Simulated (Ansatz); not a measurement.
```
atom    x (Å)    y (Å)    z (Å)
  Si  -0.1264   0.8410   0.0313
   S   1.0657  -0.1306  -1.8838
   O  -1.1859   1.3935  -0.9613
   H  -0.1507   0.5883  -2.0746
   H   0.9553   1.7101   0.5915
  Si  -0.5282  -1.0413   1.3752
   H   1.8127   0.9725  -2.0629
   H   0.7498  -1.5291   1.9624
   H  -1.1302  -2.1179   0.5455
   H  -1.4622  -0.6865   2.4767
```

A transition-state structure; geometry: PBE0-D4/def2-TZVP.

The calculation used RKS PBE0-D4/def2-TZVPP (Ansatz).

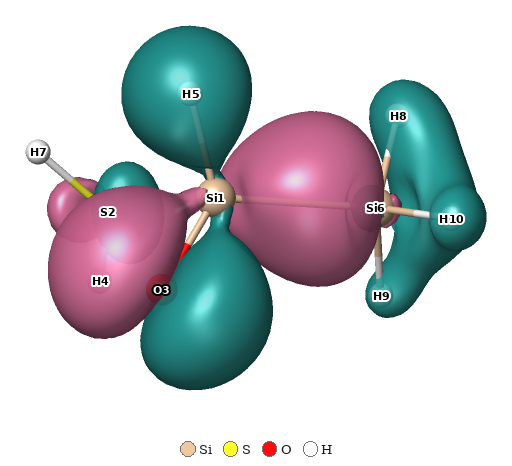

H4OSi2···H2S. One frontier orbital at ±0.08 Å⁻³ᐟ² (teal and pink are the two phases), seen from one side.

Q: Which orbital is it: HOMO or LUMO?

A: The HOMO, at −7.28 eV. Its weight (Hirshfeld) is mainly on O3 (about 50 %), Si1 (about 15 %), Si6 (about 15 %) and H5 (about 5 %).
